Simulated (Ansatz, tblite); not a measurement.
# (F2Ga-mu-PH2)2 (F4Ga2H4P2): which spin state is lowest

Is the singlet the ground state of (F2Ga-mu-PH2)2 (F4Ga2H4P2)? Other spin states are computed and compared level by level.

Method: as each input shows; program: Ansatz 0.2.0, Gaussian basis.

Plan: triplet, at the geometry of the singlet (GFN1-xTB, GFN2-xTB, PBE0-D4/def2-TZVP, PBE-D4/def2-TZVP, r2SCAN-D4/def2-TZVP); the singlet's energies come from earlier runs.

4 further runs of the same task are left out: 2 that didn't finish, 2 set aside as unsound or not needed.

### Step 1. The relaxed structure

The singlet was relaxed beforehand with PBE-D4/def2-SVP.

12 atoms, charge 0, spin multiplicity 1.

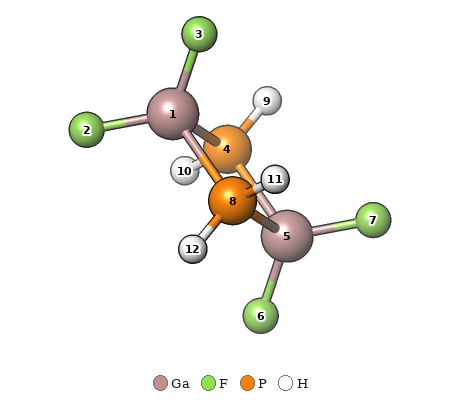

The structure; gallium pink, fluorine green, phosphorus orange, hydrogen white; atoms are numbered from 1 in the order of the file.

### Step 2. Triplet at the fixed geometry, GFN1-xTB

Tight binding, by tblite at 300 K electronic temperature and without a spin-polarisation term:

```python
tblite.interface.Calculator('GFN1-xTB', numbers, positions, charge=0, uhf=2).singlepoint()
```

Energy -835.7507 eV; 0.013 s.

### Step 3. Triplet at the fixed geometry, GFN2-xTB

Tight binding, by tblite at 300 K electronic temperature and without a spin-polarisation term:

```python
tblite.interface.Calculator('GFN2-xTB', numbers, positions, charge=0, uhf=2).singlepoint()
```

Energy -776.7417 eV; 0.011 s.

### Step 4. Triplet at the fixed geometry, PBE0-D4/def2-TZVP

The input, in.yaml:

```yaml
crystal:
  periodic: [false, false, false]
  atoms:
    - {symbol: Ga, position_ang: [-0.407433, 1.663141, -0.375408]}
    - {symbol: F, position_ang: [-0.556364, 2.206928, -2.057088]}
    - {symbol: F, position_ang: [-0.681695, 2.847962, 0.915608]}
    - {symbol: P, position_ang: [1.639309, 0.397208, -0.017970]}
    - {symbol: Ga, position_ang: [0.407312, -1.663134, 0.375782]}
    - {symbol: F, position_ang: [0.680746, -2.849378, -0.914103]}
    - {symbol: F, position_ang: [0.558174, -2.204885, 2.057928]}
    - {symbol: P, position_ang: [-1.639541, -0.397359, 0.017614]}
    - {symbol: H, position_ang: [2.461981, 0.839821, 1.057441]}
    - {symbol: H, position_ang: [2.549207, 0.372242, -1.113693]}
    - {symbol: H, position_ang: [-2.550625, -0.372209, 1.112399]}
    - {symbol: H, position_ang: [-2.461070, -0.840337, -1.058519]}
basis:
  gaussian: {orbitals: def2-TZVP}
magnetization: {spin_polarized: true, initial_magnetization: 2}
hamiltonian: {xc: pbe0, dispersion: d4}
scf: {omitted_lower_state_checks: [starts]}
output: {orbitals: {seedname: orbitals}}
```

On the command line:

```console
$ ansatz run in.yaml --threads 4 --pin off --events-out ev --progress --plain --max-ram 4787MiB
```

What it wrote:

```text
Functional definition: PBE0
  name "PBE0"
  cite "Adamo & Barone, J. Chem. Phys. 110, 6158 (1999) doi:10.1063/1.478522"
  cite "Perdew, Burke & Ernzerhof, Phys. Rev. Lett. 77, 3865 (1996) doi:10.1103/PhysRevLett.77.3865"
  parent pbe
  parameter a = 0.25
  parameter kappa = 0.804
  parameter beta = 0.06672455060314922
  exchange = (1 - a)*pbe_x(kappa = kappa, mu = beta*pi^2/3) + a*exact_x
  correlation = pbe_c(beta = beta)
these checks for a lower state are left out or cut short: starts
2190 factors; their error is unknown
the host lacks memory for fits, so the integrals are decomposed
2122 factors; integrals over basis functions are off by at most 8.4e-4 eV
mean field evaluation 1: about -134232.9211 eV, gradient 5.7e1 eV
mean field evaluation 2: about -134194.0984 eV, gradient 1.3e2 eV
mean field evaluation 4: about -134242.1639 eV, gradient 4.7e0 eV
mean field evaluation 8: about -134242.4217 eV, gradient 3.2e-1 eV
mean field evaluation 16: about -134242.4222 eV, gradient 2.8e-3 eV
mean field evaluation 32: about -134242.4222 eV, gradient 1.2e-5 eV
mean field -134242.42216764 eV, -4933.3180218787 hartree, gradient 1.2e-5 eV, S^2 2.009202; 0 other end points of the search recorded, 0 dependent functions left out
reference -134242.42221317 eV, -4933.3180235522 hartree; 67, 65 occupied and 251, 253 virtual orbitals, 2122 factors
Total energy: -134242.81075665 eV, -4933.3323022615 hartree
Checks for a lower state left out: starts
```

It took 32 s on 4 threads of Arm Neoverse V1, shared host; peak memory 1.8 GiB.

Report: HOMO -4.12 eV, LUMO -7.04 eV (over both spins; with the spin held, an empty level of the minority spin lies below the top filled one); ⟨S²⟩ 2.009 (pure: 2.00).

### Step 5. Triplet at the fixed geometry, PBE-D4/def2-TZVP

start.molden holds the orbitals of an earlier run on this state, given as this run's starting guess.

Changes to in.yaml since step 4:

```diff
@@ -16,5 +16,5 @@
 basis:
-  gaussian: {orbitals: def2-TZVP}
+  gaussian: {orbitals: def2-TZVP, initial_orbitals: start.molden}
 magnetization: {spin_polarized: true, initial_magnetization: 2}
-hamiltonian: {xc: pbe0, dispersion: d4}
+hamiltonian: {xc: pbe, dispersion: d4}
 scf: {omitted_lower_state_checks: [starts]}
```

Launched as before.

What it wrote:

```text
Functional definition: PBE
  name "PBE"
  cite "Perdew, Burke & Ernzerhof, Phys. Rev. Lett. 77, 3865 (1996) doi:10.1103/PhysRevLett.77.3865"
  parent pbe
  parameter kappa = 0.804
  parameter beta = 0.06672455060314922
  exchange = pbe_x(kappa = kappa, mu = beta*pi^2/3)
  correlation = pbe_c(beta = beta)
these checks for a lower state are left out or cut short: starts
2076 factors; their error is unknown
mean field evaluation 1: about -134238.8772 eV, gradient 1.3e1 eV
mean field evaluation 2: about -134239.2357 eV, gradient 4.4e-1 eV
mean field evaluation 4: about -134239.2123 eV, gradient 1.1e-1 eV
mean field evaluation 8: about -134239.2123 eV, gradient 2.4e-5 eV
mean field -134239.21230202 eV, -4933.2000614929 hartree, gradient 2.4e-5 eV, S^2 2.003406; 0 other end points of the search recorded, 0 dependent functions left out
reference -134239.21236286 eV, -4933.2000637291 hartree; 67, 65 occupied and 251, 253 virtual orbitals, 2076 factors
Total energy: -134239.65935181 eV, -4933.2164902699 hartree
Checks for a lower state left out: starts
```

It took 12 s on 4 threads of Arm Neoverse V1, shared host; peak memory 0.74 GiB.

From the report: HOMO -3.34 eV, LUMO -7.37 eV (over both spins; with the spin held, an empty level of the minority spin lies below the top filled one); ⟨S²⟩ 2.003 (pure: 2.00).

### Step 6. Triplet at the fixed geometry, r2SCAN-D4/def2-TZVP

Changes to in.yaml since step 5:

```diff
@@ -18,3 +18,3 @@
 magnetization: {spin_polarized: true, initial_magnetization: 2}
-hamiltonian: {xc: pbe, dispersion: d4}
+hamiltonian: {xc: r2scan, dispersion: d4}
 scf: {omitted_lower_state_checks: [starts]}
```

The command is unchanged.

What it wrote:

```text
Functional definition: r2SCAN
  name "r2SCAN"
  cite "Furness, Kaplan, Ning, Perdew & Sun, J. Phys. Chem. Lett. 11, 8208 (2020) doi:10.1021/acs.jpclett.0c02405"
  cite "Furness, Kaplan, Ning, Perdew & Sun, J. Phys. Chem. Lett. 11, 9248 (2020) doi:10.1021/acs.jpclett.0c03077"
  parent r2scan
  parameter k0 = 0.174
  parameter k1 = 0.065
  parameter a1 = 4.9479
  exchange = r2scan_x(k0 = k0, k1 = k1, a1 = a1)
  correlation = r2scan_c
these checks for a lower state are left out or cut short: starts
2076 factors; their error is unknown
mean field evaluation 1: about -134267.5964 eV, gradient 7.8e0 eV
mean field evaluation 2: about -134267.6982 eV, gradient 2.0e-1 eV
mean field evaluation 4: about -134267.6713 eV, gradient 7.4e-3 eV
mean field -134267.67129880 eV, -4934.2459103344 hartree, gradient 3.9e-5 eV, S^2 2.008765; 0 other end points of the search recorded, 0 dependent functions left out
reference -134267.67131886 eV, -4934.2459110718 hartree; 67, 65 occupied and 251, 253 virtual orbitals, 2076 factors
Total energy: -134267.77880896 eV, -4934.2498612601 hartree
Checks for a lower state left out: starts
```

Wall time 27 s (4 threads of Arm Neoverse V1, shared host); peak memory 0.84 GiB.

From the report: HOMO -3.54 eV, LUMO -7.48 eV (over both spins; with the spin held, an empty level of the minority spin lies below the top filled one); ⟨S²⟩ 2.009 (pure: 2.00).

### Step 7. Triplet less singlet, vertical

The singlet's energies are those of its earlier runs, whose logs aren't repeated here.

| level | triplet less singlet, vertical (kcal/mol) | time |
| --- | --- | --- |
| GFN1-xTB | +100.0 | 0.024 s |
| GFN2-xTB | +94.2 | 0.02 s |
| PBE-D4/def2-TZVP | +95.3 | 18 s |
| r2SCAN-D4/def2-TZVP | +99.5 | 39 s |
| PBE0-D4/def2-TZVP | +105.5 | 53 s |

Times add the two runs; a level without a time comes out of a correlated run. Tight binding without a spin term can't rank spin states.

### Step 8. Summary of results

| quantity | value |
| --- | --- |
| triplet less singlet, vertical, functionals in def2-TZVP | +95.3 (PBE-D4) to +105.5 kcal/mol (PBE0-D4) |

All functionals put the triplet above the singlet, over a spread of 10.1 kcal/mol. The checks for a lower triplet were left out, so another state of that spin may lie lower. These are electronic energies, without zero-point motion, entropy or surroundings.
